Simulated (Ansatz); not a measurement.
The compound is Ni₃N₂ (space group P6/mmm, No. 191), taken as the end point of a relaxation with DFT PBE, scalar-relativistic, plane waves, PAW (Ansatz); the starting structure was generated, so it need not be a known form of this composition.

```xyz
5
Lattice="4.0636 0.0000 0.0000 -2.0318 3.5192 0.0000 0.0000 0.0000 4.6670" Properties=species:S:1:pos:R:3 pbc="T T T"
Ni    0.0000    2.3461    2.3335
Ni    2.0318    1.1731    2.3335
Ni    0.0000    0.0000    0.0000
N     0.0000    0.0000    1.7164
N     0.0000    0.0000    2.9507
```

Describe the stacking along c, with columns A (0, 0), B (1/3, 2/3), C (2/3, 1/3) of the hexagonal mesh.

Ni(A) – N(A) – Ni(B)+Ni(C) – N(A) (four layers in 4.67 Å).

N layers alone: AA, a sequence in which some neighbouring layers lie directly above each other.

Ni: two trigonal-prismatic sites and one linear site in each hexagonal cell.

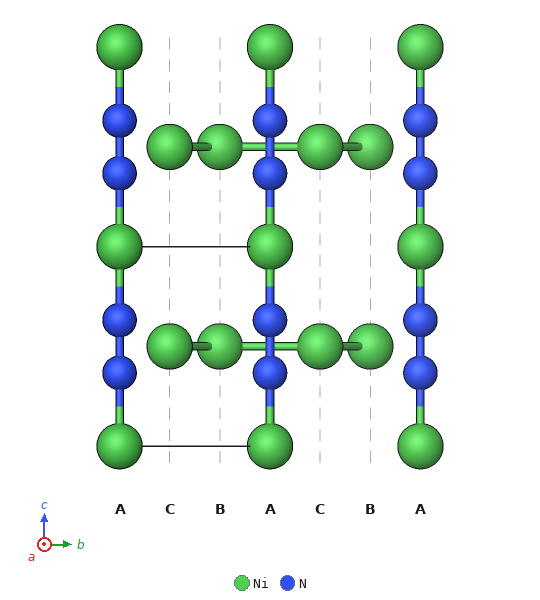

Projection along an edge of the hexagonal mesh, stacking direction c upwards. The dashed lines mark the three columns A (0, 0), B (1/3, 2/3) and C (2/3, 1/3). The sequence starts with the first layer at or above the cell's origin.
